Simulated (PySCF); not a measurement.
```yaml
atoms:
  - { symbol: Cl, position_ang: [2.2740, -1.9878, 0.0970] }
  - { symbol: B, position_ang: [2.1260, -0.3108, -0.2464] }
  - { symbol: Cl, position_ang: [3.5638, 0.6062, -0.4751] }
  - { symbol: C, position_ang: [0.7035, 0.3762, -0.3041] }
  - { symbol: C, position_ang: [0.0122, 0.4832, 1.0992] }
  - { symbol: C, position_ang: [-1.1290, -0.3838, 0.5963] }
  - { symbol: C, position_ang: [-1.7520, 0.2569, -0.6031] }
  - { symbol: C, position_ang: [-0.4729, -0.5037, -0.7535] }
  - { symbol: H, position_ang: [0.7331, 1.3363, -0.8263] }
  - { symbol: H, position_ang: [0.5873, 0.0161, 1.8953] }
  - { symbol: H, position_ang: [-0.2599, 1.4941, 1.3991] }
  - { symbol: H, position_ang: [-1.6298, -1.1313, 1.1875] }
  - { symbol: H, position_ang: [-2.6403, -0.2156, -0.9945] }
  - { symbol: H, position_ang: [-1.7489, 1.3331, -0.6965] }
  - { symbol: H, position_ang: [-0.3717, -1.3613, -1.3967] }
```

Geometry: GFN2-xTB.

Computed with PBE0/def2-SVPD, SCF density, gas phase (PySCF).

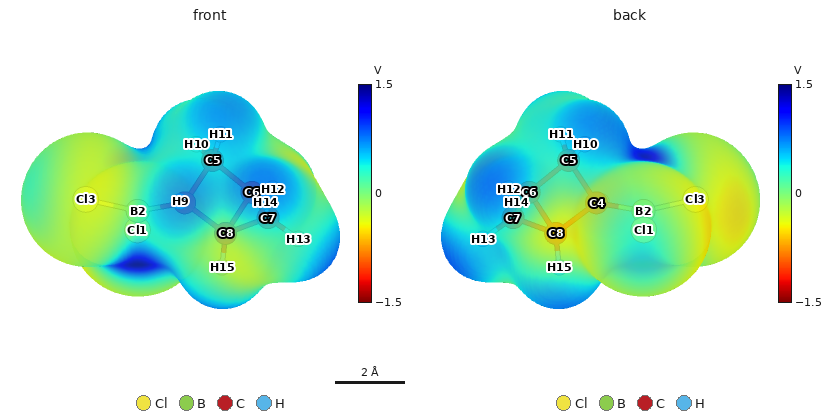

C$_{5}$H$_{7}$BCl$_{2}$. The molecular electrostatic potential painted on the density surface at 0.002 e/bohr³, seen from the front and from behind; the colour scale runs from red (negative) to blue (positive).

Where is the surface potential most negative and most positive?

Answer. The most negative region (about −0.5 V, or −12 kcal/mol for a unit charge) lies over Cl1 and Cl3, the most positive (about +1.3 V, or +30 kcal/mol for a unit charge) over B2. Cl1 shows a σ-hole: about +0.3 V, or +7 kcal/mol for a unit charge at the tip opposite its bond, against about −0.2 V on its flanks. Cl3 shows a σ-hole: about +0.3 V at the tip opposite its bond, against about −0.3 V on its flanks.

What dipole moment does the calculation give?

Answer. Its dipole moment is 1.52 D.
